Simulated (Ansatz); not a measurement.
Level of theory: PBE (plane waves to 420 eV, PAW; Ansatz, a program for electronic structure).

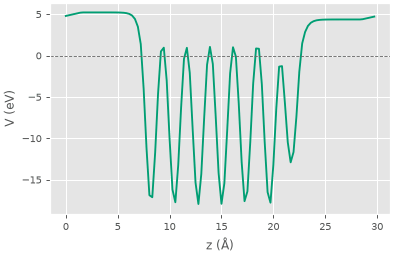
Figure: Planar average of the electrostatic potential across the slab, in eV from the Fermi level, for a constructed model of the (111) surface of fcc Pd, a pseudomorphic layer of Zn in the other hollow (bottom of the slab: a bare face, its two planes held)

Set-up: 7 atoms, 13.6 Å thick at the start; mesh 15x15x1; 0.1 eV smearing; dipole correction on; 2 atoms held, the rest relaxed; start symmetry kept, larger cells not searched; no spin, no spin-orbit, no U. In PBE it is, or lies within 0.01 eV a 1x1 cell of, the lowest of the 2 structures of its composition computed so far; larger cells were not tried.

The vacuum level lies 4.36 eV above the Fermi level over the top face and 5.21 eV above it under the bottom face.
